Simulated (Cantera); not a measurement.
Input: 1 mol Si3N4, 0.013 mol C, 5.6 mol H2, held at 1.20 Pa.

Method: chemical equilibrium by Gibbs-energy minimisation in Cantera with the NASA 1993 tables (ideal gas, pure condensed phases). Candidate condensed phases: C, C6H6, C7H8, C8H18, Si, SiC, Si3N4; 105 gas species. The tables' values for SiN are old estimates; treat these amounts as uncertain. Gases not in the tables: Si2H6 and higher silanes. The numbers say what is thermodynamically allowed, not how fast it happens.

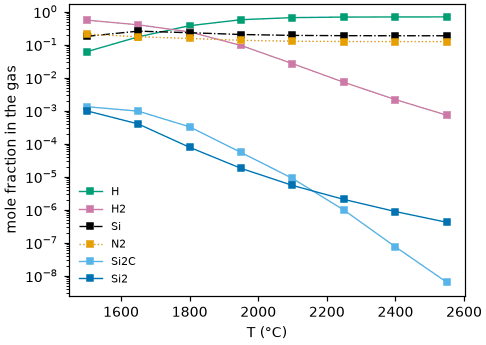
Figure: Equilibrium gas composition (values under 1e-9 drawn at 1e-9)

### Question
Read off the mole fractions at 2100 °C.

### Answer
H about 0.66, Si about 0.19, N2 about 0.13, H2 about 0.027, Si2C about 8.8e-6, Si2 about 5.4e-6.
